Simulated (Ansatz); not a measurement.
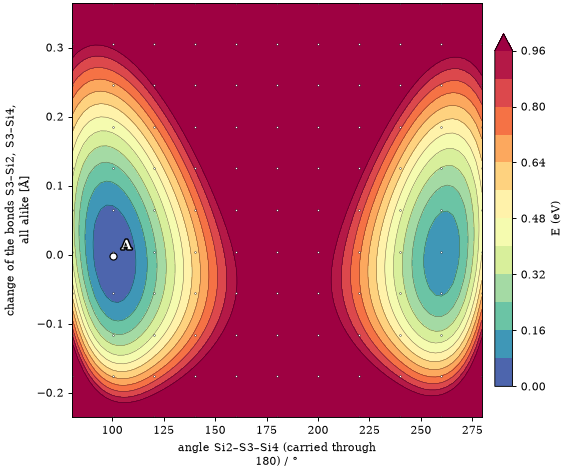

F₃H₃SSi₂, SMILES F[SiH2]S[SiH](F)F. The first coordinate is: angle Si2–S3–Si4 (carried through 180); the second: change of the bonds S3–Si2, S3–Si4, all alike. Nothing is relaxed (all other coordinates rigid). Grid: 11 × 11 points. Points are written as (first, second). Energies: eV, counted from the relaxed molecule at the same level. All numbers below come from RKS PBE-D4/def2-SVP (Ansatz).

In the figure: filled contours, dots at the grid points, one colour for all values above the top of the scale, the well A. Between grid points the surface is interpolated.

> Estimate the position of the minimum and the force constants in these coordinates. Take the well at A.

The interpolated minimum is at the first coordinate ≈ 100.5°, the second coordinate ≈ −0.003 Å. The curvatures there are about 5 eV/rad² and 32 eV/Å², with a cross term of about 2.4 eV/(rad·Å). Round the minimum the valley is somewhat tilted: raising the first coordinate shifts the best value of the second coordinate downwards (coupling k₁₂/√(k₁₁k₂₂) about 0.2).
